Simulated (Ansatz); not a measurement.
Process, species as SMILES: F[B]F → B atom + 2 F atom
B3LYP-D3(BJ)/def2-TZVP geometries, fixed; electronic energies without zero-point terms.
Largest species:
```
B
F 1 1.3102
F 1 1.3102 2 121.32
```
Charge 0, spin multiplicity 2.

Basis-set convergence of the atomisation energy at CCSD(T) with Ansatz (a quantum-chemistry and plane-wave program). All functions are spherical. Cores are frozen. Open shells are unrestricted. No added dispersion term, no relativity. Functions are those of the species that has most. Reference: Hartree-Fock in cc-pVQZ plus the correlation part extrapolated as X^-3 from cc-pVTZ and cc-pVQZ, 295.38 kcal/mol, itself unsure by roughly 1.23 kcal/mol (a third of the extrapolation step and of the last Hartree-Fock step). Deviations are taken from unrounded values.

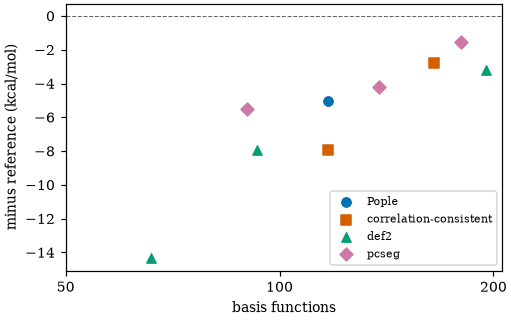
Fig. 1. Deviation from the reference against the number of basis functions, by family of sets.

| basis | functions | atomisation energy (kcal/mol) | minus reference (kcal/mol) |
|---|---|---|---|
| def2-SVPD | 66 | 281.02 | -14.36 |
| pcseg-2 | 90 | 289.89 | -5.49 |
| def2-TZVPP | 93 | 287.43 | -7.95 |
| 6-311++G(3df,3pd) | 117 | 290.37 | -5.01 |
| jun-cc-pV(T+d)Z | 117 | 287.45 | -7.93 |
| aug-pcseg-2 | 138 | 291.17 | -4.21 |
| cc-pVQZ | 165 | 292.58 | -2.80 |
| pcseg-3 | 180 | 293.85 | -1.53 |
| def2-QZVPPD | 195 | 292.17 | -3.21 |
